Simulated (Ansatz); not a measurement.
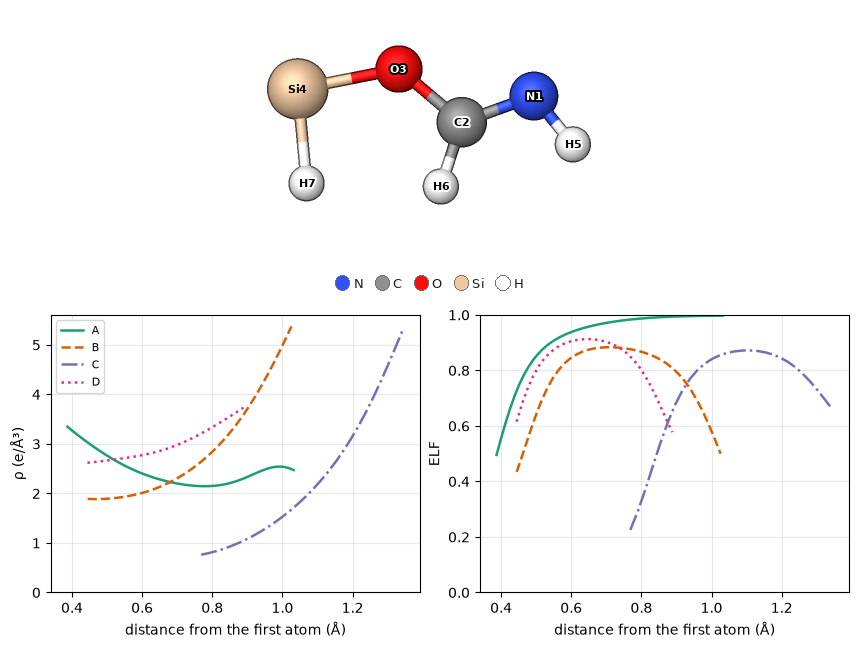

CH$_{3}$NOSi. Electron density and ELF along straight lines between neighbouring atoms. The curves leave out the atomic cores. The structure is drawn too.

Theory: UKS PBE-D4/def2-SVP (Ansatz 0.2.0).

```xyz
7

N    -1.2401   -1.7581   -0.2062
C    -0.5388   -0.7047   -0.2975
O     0.4130   -0.4353    0.6471
Si    1.4778    0.8961    0.7415
H    -1.8990   -1.7937   -0.9996
H    -0.5898    0.0853   -1.0890
H     0.9589    1.5983   -0.5659
```

### Which curve belongs to which contact (C–N, C–O, N–H and Si–O)? The first atom named is at distance zero.

Curve A: N–H (1.03 Å): ρ at the midpoint is about 2.7 e/Å³; the ELF climbs to about 1 towards the hydrogen, as it does in any bond to H; a covalent bond by its length. Curve B: C–O (1.37 Å): the density is about 2.2 e/Å³ at the midpoint, with its minimum of 1.9 e/Å³ about 0.5 Å from C; the ELF peaks at about 0.90 between the atoms; a shared but strongly polarised pair. Curve C: Si–O (1.71 Å): ρ at the midpoint is about 0.94 e/Å³; the ELF peaks at about 0.85 between the atoms; a shared but strongly polarised pair. Curve D: C–N (1.27 Å): ρ at the midpoint is about 2.8 e/Å³; the ELF peaks at about 0.90 between the atoms; a short, multiple covalent bond.
